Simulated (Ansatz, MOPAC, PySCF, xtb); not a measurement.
BH3 (SMILES B) and C3H9N (SMILES CN(C)C) are pulled apart as rigid monomers along the line of their centres of mass, from the B3LYP-D3(BJ)/def2-TZVP minimum. Starting geometry (charge 0, multiplicity 1):
```xyz
17

B     -0.38676     0.02679     1.27119
H      0.48750     0.64584     0.70918
H     -0.41461    -1.14254     0.96246
H     -1.46898     0.56276     1.20110
C      1.33713    -0.58818     3.05881
N      0.01419     0.05096     2.86990
C      0.07277     1.45276     3.34514
C     -1.00562    -0.68988     3.64803
H      1.61717    -0.58068     4.11479
H      2.07367    -0.04350     2.47419
H      1.28506    -1.61066     2.69444
H      0.33831     1.48567     4.40437
H     -0.89900     1.91386     3.19018
H      0.81399     1.98870     2.75836
H     -0.75412    -0.68218     4.71117
H     -1.97280    -0.22009     3.49057
H     -1.04758    -1.71242     3.28252
```

Interaction energies with rigid monomers; basis-set methods are counterpoise corrected unless marked otherwise.

Rows in STO-3G carry no dispersion term and start afresh at each structure. The state that PM3, PM6 reach isn't checked.

Codes used: Ansatz (an electronic-structure program); MOPAC for PM3, PM6 (differences of heats of formation); PySCF for STO-3G rows, the dispersion terms; xtb for the GFN methods. Values without a source in brackets are computed.

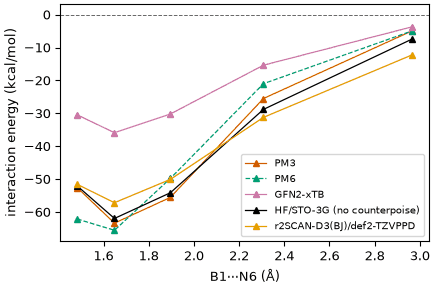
Fig. 1. Interaction energy against separation

Question: Which level binds most strongly at B1···N6 = 1.65, and by how much?

Answer: PM6, -65.5 kcal/mol.
